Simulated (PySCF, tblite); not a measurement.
# C5H7NSSi: geometry, infrared bands and NMR shifts

What infrared bands and NMR shifts should C5H7NSSi (`CSC1=CC[Si@H]1C#N`) show?

The runs use tblite 0.8.0 and PySCF 2.14.0, with density-fitted response routines of our own; the level of theory stands in each step. All values are computed, except where a source is named. Atoms are numbered from 0 throughout.

## 1. The molecule as given

15 atoms, charge 0, multiplicity 1; geometry from: force field or distance geometry start.

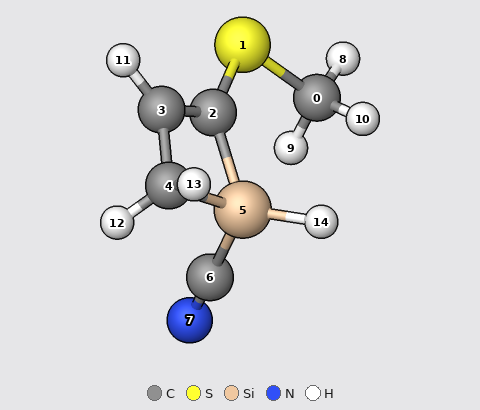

As it starts; carbon grey, sulfur yellow, silicon light orange, nitrogen blue, hydrogen white, atoms numbered.

## 2. Relaxing the molecule with GFN2-xTB

Job settings and geometry (Å):

```
{"job": {"kind": "relax", "xc": "GFN2-xTB", "basis": "xTB"}, "charge": 0, "multiplicity": 1}
C     -1.832800     0.368400     1.848300
S     -1.477200    -1.252500     1.074100
C     -0.024800    -0.909600     0.031800
C      0.694500    -1.646500    -0.781700
C      1.688500    -0.695500    -1.288800
Si     0.888900     0.605200    -0.284900
C     -0.066900     1.793900    -1.268200
N     -0.679200     2.553300    -1.885100
H     -2.664000     0.242200     2.590500
H     -2.161300     1.096900     1.075200
H     -0.974000     0.789000     2.364900
H      0.586900    -2.741700    -0.999400
H      1.619600    -0.492400    -2.376300
H      2.734400    -0.884600    -0.937200
H      1.662800     1.181800     0.814900
```

Launch:

```sh
OMP_NUM_THREADS=1 python probes_run.py task.json out
```

This one command runs all jobs of the session in turn.

**Question.** This job is followed by: GFN2-xTB harmonic vibrations, gas phase; GIAO PBE0/pcSseg-1 NMR shielding, non-relativistic, gas phase. Predict these results of the whole session: strongest single infrared mode (GFN2-xTB); zero-point energy (GFN2-xTB); ¹³C shifts against TMS (PBE0/pcSseg-1); ¹H shifts against TMS (PBE0/pcSseg-1, means over atoms taken as alike); ³³S shifts against CS2 (PBE0/pcSseg-1); ²⁹Si shifts against TMS (PBE0/pcSseg-1); ¹⁵N shifts against NH3 (PBE0/pcSseg-1).

**Answer**, as computed:

```
                                                              quantity                                value
                             strongest single infrared mode (GFN2-xTB)                2285 cm⁻¹, 290 km/mol
                                          zero-point energy (GFN2-xTB)                        64.5 kcal/mol
                                ¹³C shifts against TMS (PBE0/pcSseg-1)  155.2, 147.9, 124.3, 23.0, 22.6 ppm
¹H shifts against TMS (PBE0/pcSseg-1, means over atoms taken as alike)     6.73, 5.30, 2.31, 2.21, 2.11 ppm
                                ³³S shifts against CS2 (PBE0/pcSseg-1)                               30 ppm
                               ²⁹Si shifts against TMS (PBE0/pcSseg-1)                            -49.8 ppm
                                ¹⁵N shifts against NH3 (PBE0/pcSseg-1)                            369.1 ppm
```

**Reading.** The optimisation took 84 steps and gained 0.615 eV; among the close pairs (by a distance rule), C2–Si5 changed most, from 1.797 to 1.900 Å. All 39 modes are real, so the xTB geometry is a minimum. The strongest single mode, at 2285 cm⁻¹, moves mainly H14. GFN2-xTB is a fitted tight-binding method: band positions and strengths are rough. Its intensities can rank the bands wrongly. H11 (hydrogen on an alkene CH) lies farthest downfield among hydrogen, at 6.73 ppm; olefinic region. At PBE0/pcSseg-1: Shielding is most anisotropic at N7 (span 585 ppm, paramagnetic term -439 ppm).
